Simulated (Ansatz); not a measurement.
**CH₅AlO···AsH₃: density, localisation and related maps**

```xyz
12

Al   -0.9061    0.7786    0.1514
H    -2.2065    0.2160   -0.6072
C     0.7128    1.4251   -0.7399
O    -1.0028    1.0663    1.8558
H    -0.4355   -1.4346   -0.0856
As    0.9393   -2.0001    0.3879
H     0.5562    2.4706   -1.0867
H     0.9820    0.8293   -1.6382
H     1.5826    1.4373   -0.0504
H    -1.8130    0.8872    2.3582
H     0.2869   -3.3895    0.5356
H     1.3044   -2.2858   -1.0806
```

The calculation used Ansatz, RKS PBE-D4/def2-SVP.

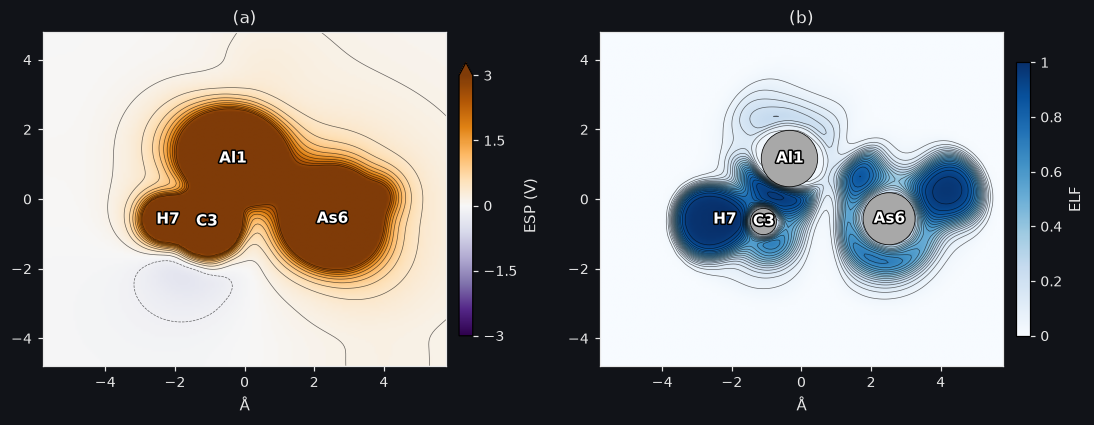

Figure 1. (a) molecular electrostatic potential; (b) electron localisation function on the plane of atoms Al1, C3 and H7. Grey discs cover the atomic cores in the ELF map.

What does the map show?

Answer.
- The plane passes through Al, C, As and H nuclei.
- C–Al (1.96 Å): the ELF peaks at about 0.95 between the atoms (a polar covalent bond).
- C–H (1.11 Å): the ELF climbs to about 1 towards the hydrogen, as it does in any bond to H: a covalent bond by its length.
- Outside the dense part of the complex the potential is most negative (−0.4 V) near C3.

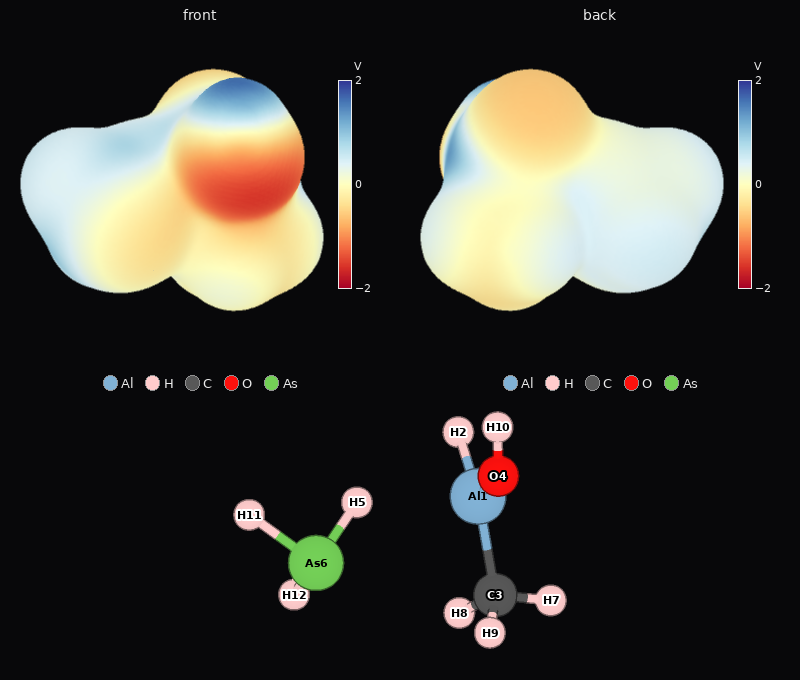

Figure 2. The molecular electrostatic potential painted on the density surface at 0.001 e/bohr³, seen from the front and from behind; the colour scale runs from red (negative) to blue (positive). The bare structure is drawn below in the same view.

Describe the electrostatic potential map.

Answer. The most negative region (about −1.5 V) lies over O4, the most positive (about +1.5 V) over H10. O4 is the likeliest acceptor of a hydrogen bond.

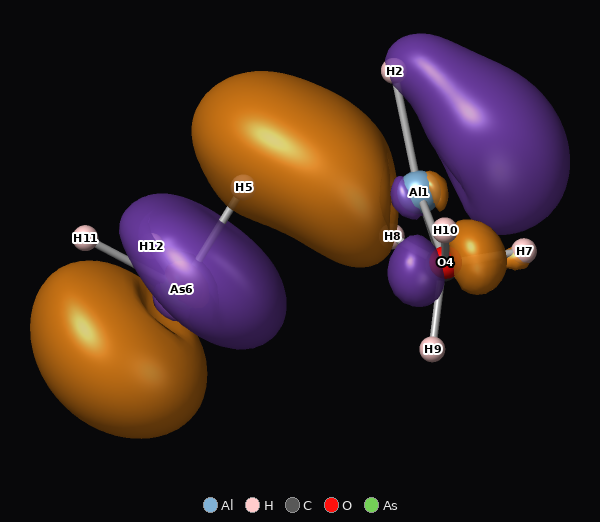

Figure 3. The LUMO at ±0.1 Å⁻³ᐟ² (orange and purple are the two phases), seen from one side.

Where does this orbital lie, and at what energy?

Answer. It lies mainly on As6 (about 40 %), Al1 (about 30 %) and H5 (about 15 %). Its energy is −1.28 eV.
